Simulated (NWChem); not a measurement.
**One shape, several levels: CH5FSi (SMILES C[SiH2]F)**

Aim: a comparison of 6 runs (PBE0/6-311+G**, B3LYP/6-311+G**, BHLYP/6-311+G**, CAM-B3LYP/6-311+G**, M06-2X/6-311+G**, M06-L/6-311+G**) of CH5FSi. 

The results are computed with NWChem 7.3.0.

1 further run of the same task is left out (set aside as unsound or not needed).

## 1. The system as given

CH5FSi: 8 atoms, total charge 0, spin state singlet. As SMILES, `C[SiH2]F`. The shape is that of a PBE0-D4/def2-TZVP optimisation.

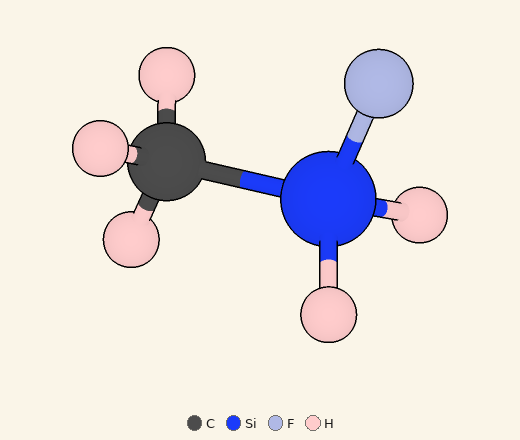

The structure, seen from a chosen angle (carbon dark grey, silicon blue, fluorine light blue, hydrogen pink).

## 2. Energy and gradient at PBE0/6-311+G(d,p) (run 1)

ch5fsi.nw

```
start ch5fsi
title "CH5FSi"
memory stack 880 mb heap 220 mb global 1100 mb

geometry units angstroms noautosym nocenter noautoz
   C     -0.521400     0.700300    -0.437000
   Si     0.448400    -0.642000     0.395200
   F      1.946500    -0.649600    -0.178800
   H     -0.562400     0.542500    -1.517100
   H     -1.546700     0.713200    -0.056500
   H     -0.077200     1.680300    -0.248400
   H      0.538700    -0.420800     1.860700
   H     -0.133700    -1.981200     0.126000
end

basis spherical bse
   * library 6-311+G**
end

dft
   xc pbe0
   grid fine
   convergence energy 1e-08
   maxiter 100
   mulliken
   print low
end

task dft gradient
```

Command:

```bash
nwchem ch5fsi.nw > ch5fsi.out
```

What it wrote:

```text
[...]
 d= 0,ls=0.0,diis     1   -430.2346928231 -5.46D+02  6.88D-03  7.39D-01     1.4
[...]
 d= 0,ls=0.0,diis     8   -430.2888663677 -3.33D-09  1.50D-06  8.08D-08     8.7
         Total DFT energy =     -430.288866367707
      One electron energy =     -825.604757389451
           Coulomb energy =      317.835780650737
    Exchange-Corr. energy =      -38.479013447235
 Nuclear repulsion energy =      115.959123818242
[...]
                         DFT ENERGY GRADIENTS
    atom               coordinates                        gradient
                 x          y          z           x          y          z
   1 C      -0.985303   1.323375  -0.825810   -0.000154  -0.000456   0.000415
   2 Si      0.847353  -1.213204   0.746820    0.013781   0.000939  -0.006158
   3 F       3.678352  -1.227566  -0.337883   -0.014393   0.000058   0.005510
   4 H      -1.062782   1.025176  -2.866903    0.000231  -0.000128   0.000722
   5 H      -2.922839   1.347753  -0.106770    0.000774  -0.000163  -0.000156
   6 H      -0.145887   3.175307  -0.469408   -0.000039  -0.000734   0.000024
   7 H       1.017995  -0.795197   3.516213   -0.000288  -0.000206  -0.000668
   8 H      -0.252656  -3.743925   0.238105    0.000090   0.000688   0.000312
 Task  times  cpu:       12.6s     wall:       12.6s
 Total times  cpu:       12.6s     wall:       12.6s
```

Wall time 13 s (1 thread of AMD EPYC 9R45 (Zen 5), shared host); peak memory 0.13 GiB.

## 3. Energy and forces at B3LYP/6-311+G(d,p) (run 2)

ch5fsi.nw

```
start ch5fsi
memory 2200 mb

geometry units angstroms noautosym nocenter noautoz
C     -0.521400     0.700300    -0.437000
Si     0.448400    -0.642000     0.395200
F      1.946500    -0.649600    -0.178800
H     -0.562400     0.542500    -1.517100
H     -1.546700     0.713200    -0.056500
H     -0.077200     1.680300    -0.248400
H      0.538700    -0.420800     1.860700
H     -0.133700    -1.981200     0.126000
end

basis spherical bse
* library 6-311+G**
end

dft
xc b3lyp
grid fine
convergence energy 1e-08
maxiter 100
mulliken
end

task dft gradient
```

Command:

```bash
nwchem ch5fsi.nw > ch5fsi.out
```

What it wrote:

```text
[...]
          Wavefunction type:  closed shell.
          No. of atoms     :     8
          No. of electrons :    34
[...]
          Charge           :     0
          Spin multiplicity:     1
[...]
          AO basis - number of functions:   104
[...]
              XC Information
              --------------
                         B3LYP Method XC Potential
                     Hartree-Fock (Exact) Exchange  0.200
                        Slater Exchange Functional  0.800 local
                    Becke 1988 Exchange Functional  0.720 non-local
              Lee-Yang-Parr Correlation Functional  0.810
                  VWN I RPA Correlation Functional  0.190 local
[...]
 d= 0,ls=0.0,diis     1   -430.5305080542 -5.46D+02  7.18D-03  9.46D-01     1.4
[...]
 d= 0,ls=0.0,diis     8   -430.5908236121  2.25D-09  2.54D-06  3.34D-07     8.7
         Total DFT energy =     -430.590823612144
      One electron energy =     -825.582108555613
           Coulomb energy =      317.822963960092
    Exchange-Corr. energy =      -38.790802834865
 Nuclear repulsion energy =      115.959123818242
[...]
  wavefunction    = closed shell
[...]
```

It took 13 s on 1 thread of AMD EPYC 9R45 (Zen 5), shared host; peak memory 0.13 GiB.

Runs 3 to 5 aren't shown in full; the table further down has their settings and results.

## 4. Energy and forces at M06-L/6-311+G(d,p) (run 6)

work.nw

```
start work
memory 2200 mb

geometry units angstroms noautosym nocenter noautoz
C       -0.521400       0.700300      -0.437000
Si       0.448400      -0.642000       0.395200
F        1.946500      -0.649600      -0.178800
H       -0.562400       0.542500      -1.517100
H       -1.546700       0.713200      -0.056500
H       -0.077200       1.680300      -0.248400
H        0.538700      -0.420800       1.860700
H       -0.133700      -1.981200       0.126000
end

basis spherical bse
* library 6-311+G**
end

dft
xc m06-l
grid fine
convergence energy 1e-08
iterations 100
mulliken
end

task dft gradient
```

Command:

```bash
nwchem work.nw > work.out
```

What it wrote:

```text
[...]
          Wavefunction type:  closed shell.
          No. of atoms     :     8
          No. of electrons :    34
[...]
          Charge           :     0
          Spin multiplicity:     1
[...]
          AO basis - number of functions:   104
[...]
              XC Information
              --------------
                        M06-L Method XC Functional
                         M06-L Exchange Functional  1.000
                       M06-L Correlation Potential  1.000
[...]
 d= 0,ls=0.0,diis     1   -430.4935447175 -5.46D+02  8.64D-03  6.23D-01     1.5
[...]
 d= 0,ls=0.0,diis    13   -430.5423288576 -8.49D-09  4.28D-07  1.86D-09    16.3
         Total DFT energy =     -430.542328857623
      One electron energy =     -825.588977817337
           Coulomb energy =      317.858390879424
    Exchange-Corr. energy =      -38.770865737952
 Nuclear repulsion energy =      115.959123818242
[...]
  wavefunction    = closed shell
                         DFT ENERGY GRADIENTS
    atom               coordinates                        gradient
                 x          y          z           x          y          z
   1 C      -0.985303   1.323375  -0.825810   -0.001267   0.001337  -0.000764
   2 Si      0.847353  -1.213204   0.746820    0.015069   0.002726  -0.008266
   3 F       3.678352  -1.227566  -0.337883   -0.013409  -0.000079   0.005252
   4 H      -1.062782   1.025176  -2.866903    0.000478  -0.000845  -0.000264
   5 H      -2.922839   1.347753  -0.106770   -0.000190  -0.000699   0.000692
   6 H      -0.145887   3.175307  -0.469408    0.000811  -0.000040   0.000611
   7 H       1.017995  -0.795197   3.516213   -0.000087   0.000319   0.003066
   8 H      -0.252656  -3.743925   0.238105   -0.001404  -0.002720  -0.000327
[...]
```

It took 22 s on 1 thread of AMD EPYC 9R45 (Zen 5), shared host; peak memory 0.13 GiB.

## 5. Overview of the runs

```csv
run,level,energy (Eh),largest force (eV/Å),wall time
1,PBE0/6-311+G**,-430.288866,0.793,13 s
2,B3LYP/6-311+G**,-430.590824,1.009,13 s
3,BHLYP/6-311+G**,-430.500402,0.651,14 s
4,CAM-B3LYP/6-311+G**,-430.523188,0.879,48 s
5,M06-2X/6-311+G**,-430.481234,0.836,16 s
6,M06-L/6-311+G**,-430.542329,0.895,22 s
```

## 6. What came out

| quantity | value |
| --- | --- |
| run 6: total energy | -430.54233 Eh |
| run 6: dipole moment | 1.90 D |
| run 6: HOMO energy | -8.20 eV |
| run 6: LUMO energy | -0.06 eV |
| run 6: HOMO–LUMO gap | 8.14 eV |
| run 6: largest force on an atom | 0.895 eV/Å |

**Reading.** Over runs 2, 3, 4, 5, 6 the dipole moment (its size) runs from 1.90 D (M06-L/6-311+G**) to 2.02 D (BHLYP/6-311+G**). Over runs 2, 3, 4, 5, 6 the HOMO–LUMO gap runs from 8.14 eV (M06-L/6-311+G**) to 11.37 eV (CAM-B3LYP/6-311+G**). Totals of different functionals can't be ranked against each other. All runs together took 2.1 min, the longest 48 s.
